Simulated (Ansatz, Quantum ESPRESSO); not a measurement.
# BaTiO3 (Barioperovskite): modes at Γ and the response to a field, part 5 of 5

Which modes does BaTiO3 (Barioperovskite) have at the zone centre?

Quantum ESPRESSO 7.5; DFT LDA, scalar-relativistic, plane waves, PseudoDojo norm-conserving pseudopotentials.

So far, highest mode moved by the LO-TO term (cm⁻¹): step 9 (the LO-TO splitting (1 0 0)) 687; step 10 (the LO-TO splitting (0 0 1)) 700; step 11 (modes along a direction of q (1 1 1)) 698; step 12 (cross-check with Ansatz, LDA norm-conserving PseudoDojo) 705.

### 14. The same in Ansatz

The same cell goes through another code, with its own cutoff. It uses its own PAW datasets, so the potentials differ. Its k mesh is centred on Γ.

This step: DFT LDA, scalar-relativistic, plane waves, PAW (Ansatz 0.2.0).

input.yaml

```yaml
crystal:
  lattice:
    - [3.926449056, 0.0, 0.0]
    - [0.0, 2.796404123, 2.801381932]
    - [0.0, -2.796404123, 2.801381932]
  atoms:
    - { symbol: Ba, position: [0.0, 0.0048684335, 0.0048684335] }
    - { symbol: Ti, position: [0.5, 0.5151837568, 0.5151837568] }
    - { symbol: O, position: [0.0, 0.4935175248, 0.4935175248] }
    - { symbol: O, position: [0.5, 0.4946415816, 0.9886687033] }
    - { symbol: O, position: [0.5, 0.9886687033, 0.4946415816] }
kpoints:
  mp_grid: { grid: [6, 6, 6] }
hamiltonian:
  xc: lda
scf:
  occupations: { method: fixed }
output:
  eigenvalues: true
phonons:
  method: dfpt
  dielectric: true
  rigid_motions: translations
```

Launch:

```bash
$ ansatz run input.yaml --threads 4 --pin off --max-ram 16384MiB --backend cpu --events-out ev --progress --plain --runs-dir out
```

Numbers of over 12 decimals in the logs are rounded to 6 here.

What it wrote:

```text
[...]
Crystal: 5 atoms, lattice volume = 61.518 Å³
Basis set: ecut = 420 eV, 1213 PW (Γ), exchange–correlation on 54×54×54 points (8 copies of the dense FFT grid, shifted against one another)
Bands: 25, of which v1, the nominal top of the filled ones, is band 20 counted from 1 (19 counted from 0)
Symmetry: 4 space group operations
k-points: 112 of 216 (irreducible under 1 space group operation, time reversal used)
[...]
SCF iter   1: F=—  HF=-9904.546940 eV  |F-HF|=—  |Δ(HF+E_count)|=         —  Δρ=1.88e-2  dr2=2.09e-1  ethr=1.77e-3  ⟨swp⟩=4.5  Hψ=11861  notcnv=0  defer=243
[...]
SCF iter  10: F=-9904.503674 eV  HF=-9904.503674 eV  |F-HF|=5.09e-11  |Δ(HF+E_count)|=  5.46e-11  Δρ=3.51e-7  dr2=6.45e-11  ethr=1.00e-12  ⟨swp⟩=13.4  Hψ=21402  notcnv=0
SCF 1 converged in 10 iterations: F = -9904.503674 eV  dr2 = 6.45e-11
[...]
NSCF: frozen V_eff on 2 k-points
[...]
Bands: 21, of which v1, the nominal top of the filled ones, is band 20 counted from 1 (19 counted from 0)
k-points: 80 of 512 (time reversal used)
[...]
Eigensolver: Dense (80 Hₖ)
SCF iter   1: F=—  HF=-9904.505496 eV  |F-HF|=—  |Δ(HF+E_count)|=         —  Δρ=6.81e-4  dr2=5.36e-5  ethr=1.00e-1
[...]
SCF iter   5: F=-9904.505475 eV  HF=-9904.505475 eV  |F-HF|=7.80e-9  |Δ(HF+E_count)|=   5.56e-8  Δρ=4.41e-6  dr2=1.18e-8  ethr=5.96e-10
SCF 1 converged in 5 iterations: F = -9904.505475 eV  dr2 = 1.18e-8
[...]
SCF converged after 10 iterations
Free energy (F): -9904.503674 eV
[...]
Internal energy: -9904.503674 eV  (E = F + TS)
E sigma→0 (E₀):  -9904.503674 eV
Fermi energy:    10.518105 eV
[...]
--- Band table (eV; the first three rows and the last of 112) ---
  k-point 0: bands = [... 16 lower, 9.2988, 10.2478, 10.2556, 10.3287, 12.5446, 12.6745, 12.7342, 15.0537, ... 1 higher]
  k-point 1: bands = [... 16 lower, 9.0961, 9.7296, 10.0956, 10.1832, 12.6330, 13.1135, 13.1377, 15.0627, ... 1 higher]
  k-point 2: bands = [... 16 lower, 8.7254, 8.9619, 9.8355, 9.9261, 12.7025, 13.9607, 13.9633, 15.0603, ... 1 higher]
  k-point 111: bands = [... 16 lower, 8.2185, 10.4320, 10.5082, 10.5181, 15.0361, 15.0568, 15.1105, 17.3811, ... 1 higher]
[...]
ASR residual: 1.944e-4 → 0.000e0 eV/Å²; symmetrization residual: 1.622e-5 eV/Å²
  ASR residual per site (eV/Å²): 6.81e-6 1.94e-4 8.84e-5 6.81e-5 6.81e-5
[...]
ε∞ (high-frequency dielectric tensor):
        6.500678    -0.000000    -0.000000
       -0.000000     6.305529    -0.000000
       -0.000000    -0.000000     6.034771
[...]
Born effective charges Z* (e; rows j = field, columns β = displacement):
    site 0:
         2.76922   -0.00000   -0.00000
        -0.00000    2.81715   -0.00000
        -0.00000   -0.00000    2.79409
    site 1:
         7.08867   -0.00000   -0.00000
        -0.00000    6.76964   -0.00000
        -0.00000   -0.00000    6.23718
    site 2:
        -5.62626    0.00000    0.00000
         0.00000   -2.06317   -0.00000
         0.00000   -0.00000   -2.07436
    site 3:
        -2.11582    0.00000    0.00000
         0.00000   -3.76181    1.63902
         0.00000    1.52041   -3.47846
    site 4:
        -2.11582   -0.00000    0.00000
        -0.00000   -3.76181   -1.63902
        -0.00000   -1.52041   -3.47846
  Z* charge neutrality: 6.964e-4 e pre-enforcement
[...]
optical modes at Γ without the LO–TO term, one row a degenerate level:
      ω (cm⁻¹)  modes    IR ((D/Å)²/amu)
        -85.16      1            77.7506
        167.69      1            35.6727
        175.34      1             8.6295
        178.30      1             1.6958
        194.45      1            35.1243
        234.90      1            50.5943
        283.66      1             0.0967
        289.39      1             0.0000
        296.43      1             0.0519
        479.73      1             4.6185
        482.90      1             7.2259
        508.32      1             8.5534
  optical modes at Γ + LO–TO along q̂ = [1.0000, 0.0000, 0.0000]:
      ω (cm⁻¹)  modes    IR ((D/Å)²/amu)
        167.69      1            35.6727
        175.34      1             8.6295
        175.68      1             0.0173
        194.45      1            35.1243
        234.90      1            50.5943
        283.66      1             0.0967
        289.39      1             0.0000
        296.43      1             0.0519
        453.35      1             3.7404
        482.90      1             7.2259
[...]
optical modes at Γ + LO–TO along q̂ = [0.0000, 1.0000, 0.0000]:
      ω (cm⁻¹)  modes    IR ((D/Å)²/amu)
[...]
optical modes at Γ + LO–TO along q̂ = [0.0000, 0.0000, 1.0000]:
      ω (cm⁻¹)  modes    IR ((D/Å)²/amu)
        -85.16      1            77.7506
        167.69      1            35.6727
        178.30      1             1.6958
        184.53      1             0.0336
        194.45      1            35.1243
        283.66      1             0.0967
        289.39      1             0.0000
        296.37      1             0.0007
        462.49      1             4.5981
        479.73      1             4.6185
        482.90      1             7.2259
        697.20      1            63.1968
```

It took 1.7 min on 4 threads of Arm Neoverse V2, shared host; peak memory 1.1 GiB.

Numbers from this step:

```
gap on the k-mesh                                : 2.026 eV
sum-rule residual before enforcement             : 1.94e-4 eV/Å²
miss of the charge sum rule                      : 6.96e-4 e
estimated error of the dielectric tensor         : 0.02256
estimated error of the Born charges              : 0.03737 e
highest optical zone-centre mode (no LO-TO term) : 508.3 cm⁻¹
lowest optical zone-centre mode                  : -85.16 cm⁻¹
mean high-frequency dielectric constant          : 6.280
largest Born charge in size (third of the trace) : 6.699 e
highest mode moved by the LO-TO term             : 702.3 cm⁻¹
```

Transverse modes; imaginary modes left out. Lines of the infrared spectrum (strongest = 100):

```
position (cm⁻¹)  label  IR intensity ((D/Å)²/amu), degenerate modes summed, relative
            168     B2                                                            71
            175     A1                                                            17
            178     B1                                                           3.4
            194     B2                                                            69
            235     A1                                                           100
            284     B2                                                           0.2
            289     A2                                                           0.0
            296     A1                                                           0.1
            480     B1                                                           9.1
            483     B2                                                            14
            508     A1                                                            17
```

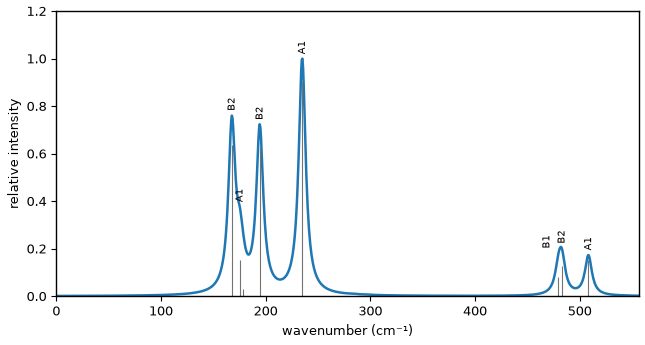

The infrared spectrum, broadened with Lorentzians of width 8 cm⁻¹; bars mark the lines.

### 15. The two compared: QE PseudoDojo and Ansatz, PAW

Numbers from this step:

```
root-mean-square difference : 5.94 cm⁻¹
largest difference          : 14.16 cm⁻¹
```

The 12 of 12 modes that differ most. Frequencies side by side:

```
q (reciprocal lattice)  mode  QE PseudoDojo (cm⁻¹)  Ansatz, PAW (cm⁻¹)
                 0 0 0     1                   -71              -85.16
                 0 0 0     5                 174.7               167.7
                 0 0 0     6                 180.2               175.3
                 0 0 0     7                 182.4               178.3
                 0 0 0     8                 200.1               194.4
                 0 0 0     9                 239.5               234.9
                 0 0 0    10                 288.3               283.7
                 0 0 0    11                 294.1               289.4
                 0 0 0    12                 300.8               296.4
                 0 0 0    13                 481.8               479.7
                 0 0 0    14                 485.5               482.9
                 0 0 0    15                 510.6               508.3
```

The two runs side by side. Further quantities:

```
                                                                               quantity  QE PseudoDojo  Ansatz, PAW
                                                                                mean ε∞          6.204         6.28
largest Born charge in size (e; the first before, the second after the charge sum rule)          6.677        6.699
                                                       summed IR intensity ((D/Å)²/amu)          228.3          230
```

At the zone centre the largest difference (acoustic modes at Γ apart) is 3 % of the highest mode, but 20 % of the mode at 71i cm⁻¹ on which it sits.

### 16. Outcome

| Property | Result |
| --- | --- |
| space group after relaxation | Amm2 |
| volume per atom | 12.3 Å³ |
| gap on the k-mesh | 2.02 eV |
| highest optical zone-centre mode (no LO-TO term) | 510.6 cm⁻¹ |
| lowest optical zone-centre mode | -71 cm⁻¹ |
| highest mode moved by the LO-TO term | 699.9 cm⁻¹ |
| mean high-frequency dielectric constant | 6.20 |
| largest Born charge in size (third of the trace) | 6.68 e |
| imaginary optical modes at the zone centre (no q mesh in this session) | yes |
| largest difference from Ansatz, library NC | 6.08 cm⁻¹ |

At the LDA level the optical modes of BaTiO3 (Barioperovskite) at the zone centre (no LO-TO term) run from 71i to 511 cm⁻¹, so the structure is a saddle point. Along the directions run, the highest mode that the macroscopic field moves lies at 700 cm⁻¹. Of the 12 optical modes, 11 are both infrared and Raman active and 1 is Raman active alone. QE PseudoDojo and Ansatz, library NC differ by 3.7 cm⁻¹ in the root mean square and by 6.1 cm⁻¹ at most, 1.2 % of the highest mode compared (acoustic modes at Γ left out); the two use different potentials, and the cell was not relaxed for the second set. QE PseudoDojo and Ansatz, PAW differ by 5.9 cm⁻¹ in the root mean square and by 14.2 cm⁻¹ at most, 2.8 % of the highest mode compared (acoustic modes at Γ left out); the two use different potentials, and the cell was not relaxed for the second set. These are harmonic frequencies at zero temperature: anharmonic shifts and linewidths and thermal expansion are left out. Spin-orbit coupling is left out, which can matter for the heavy elements here. The published file for Ba has no f projectors, which tends to make oxide cells too large. The total energies of the two programs lie far apart, so at least one potential file in Ansatz's library differs from the published one read by the first program.

[Host names and launcher messages were left out of these logs when they were recorded.]

[Logs are printed without paths, hosts, clocks, repeated set-up lines and the standing remarks that a program may print on its own settings, such as how far it seeks lower states.]

[Hosts, paths, dates, database ids (printed as entryN), source tags and the programs' standing remarks are cut or masked in the printed files.]
